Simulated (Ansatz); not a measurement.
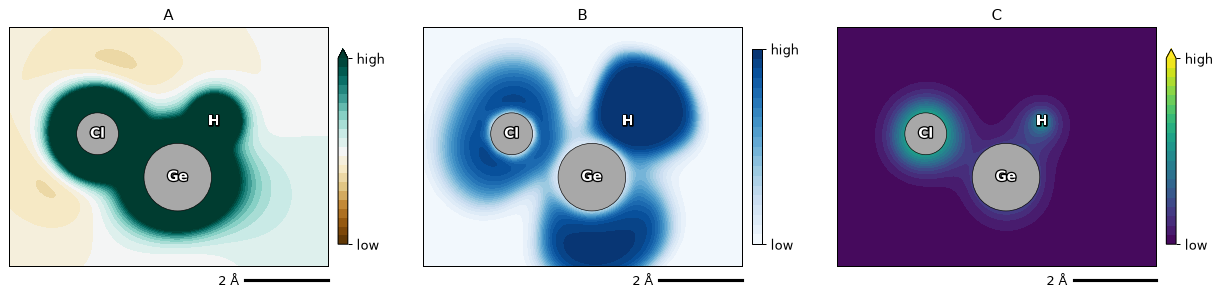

ClGeH···H2: 3 fields on the plane of atoms H4, Ge1 and Cl5, with unlabelled colour scales. Grey discs cover the atomic cores.

Level of theory: RKS PBE-D4/def2-TZVP in Ansatz 0.2.0.

The panels show electron density, electron localisation function and electrostatic potential in some order. Assign them.

Answer. Panel A: electrostatic potential (strongly positive close to the atoms, with negative regions outside electron-rich atoms). Panel B: electron localisation function. Panel C: electron density. From the grid: Ge–Cl (2.22 Å): ρ at the midpoint is about 0.68 e/Å³; the ELF peaks at about 0.80 in the valence shell of Cl, 0.8 Å from its nucleus, and is about 0.65 at the midpoint. Ge–H (1.62 Å): the density is about 0.91 e/Å³ at the midpoint; the ELF climbs to about 1 towards the hydrogen.
